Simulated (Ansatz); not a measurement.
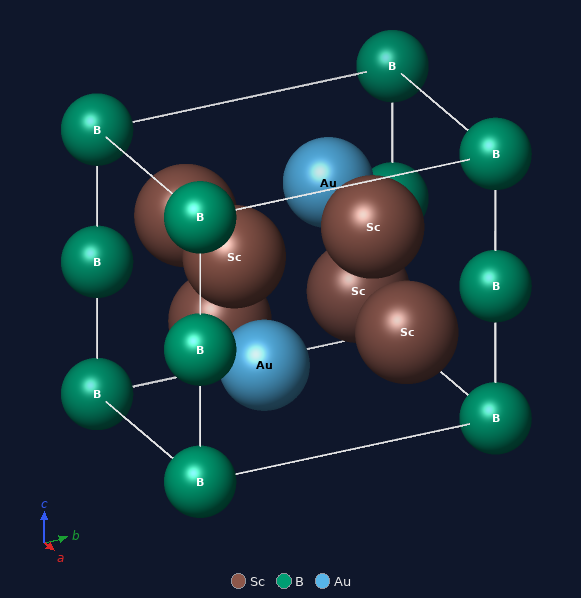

A spheres-only rendering, viewed slightly off an axis. The simulation cell is drawn as a box.

The input file of the run:
```yaml
crystal:
  lattice:
    - [6.8755603715, 0.0, 0.0]
    - [-3.4377801857, 5.9544099469, 0.0]
    - [0.0, 0.0, 4.5051298672]
  atoms:
    - { symbol: Sc, position: [0.8228895863, 0.6457791725, 0.75] }
    - { symbol: Sc, position: [0.3542208275, 0.1771104137, 0.75] }
    - { symbol: Sc, position: [0.8228895863, 0.1771104137, 0.75] }
    - { symbol: Sc, position: [0.1771104137, 0.3542208275, 0.25] }
    - { symbol: Sc, position: [0.6457791725, 0.8228895863, 0.25] }
    - { symbol: Sc, position: [0.1771104137, 0.8228895863, 0.25] }
    - { symbol: B, position: [0.0, 0.0, 0.0] }
    - { symbol: B, position: [0.0, 0.0, 0.5] }
    - { symbol: Au, position: [0.3333333333, 0.6666666667, 0.75] }
    - { symbol: Au, position: [0.6666666667, 0.3333333333, 0.25] }
basis:
  ecutwfc: 420
kpoints:
  mp_grid: { grid: [6, 6, 8] }
  band_path:
    path:
      - [[0.0, 0.0, 0.0], [0.5, 0.0, 0.0], [0.33333333, 0.33333333, 0.0], [0.0, 0.0, 0.0], [0.0, 0.0, 0.5], [0.5, 0.0, 0.5], [0.33333333, 0.33333333, 0.5], [0.0, 0.0, 0.5]]
      - [[0.5, 0.0, 0.5], [0.5, 0.0, 0.0]]
      - [[0.33333333, 0.33333333, 0.5], [0.33333333, 0.33333333, 0.0]]
    npoints: 14
hamiltonian:
  xc: pbe
scf:
  occupations: { method: gaussian, width: 0.1 }
  n_extra_bands: 25
output:
  forces: true
  stress: true
  eigenvalues: true
  populations: true
  dos: { projected: true, de: 0.02, nscf_kmesh: { grid: [8, 8, 10] } }
  bader: true
  write_density: true
  write_potential: true
  elf: true
  volumetric_format: npy
```
Run as:
```sh
ansatz run input.yaml --threads 1 --pin off --max-ram 2560MiB --backend cpu --events-out ev --progress --plain --runs-dir out
```

Calculation details: Ansatz 0.2.0, DFT PBE, scalar-relativistic, plane waves, PAW; a kinetic-energy cutoff of 420 eV, Brillouin-zone sampling on a 6×6×8 mesh, Gaussian smearing of 0.1 eV, no spin polarisation.

Question: What charge does Bader's analysis assign to each element?

Answer: Sc +1.37 e; B -1.64 e; Au -2.47 e.

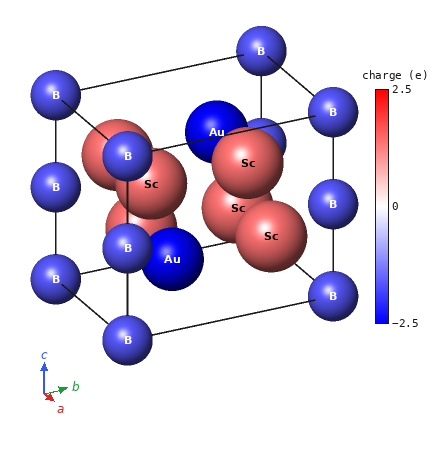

The atoms coloured by those charges.

Provenance: a structure type filled with these elements by a generator (whether the compound takes this form wasn't checked). Earlier steps of the study, as a rule a relaxation of our own, may have changed the cell and positions, so they can lie some per cent off the listed ones. A calculation with Ansatz used it as input.
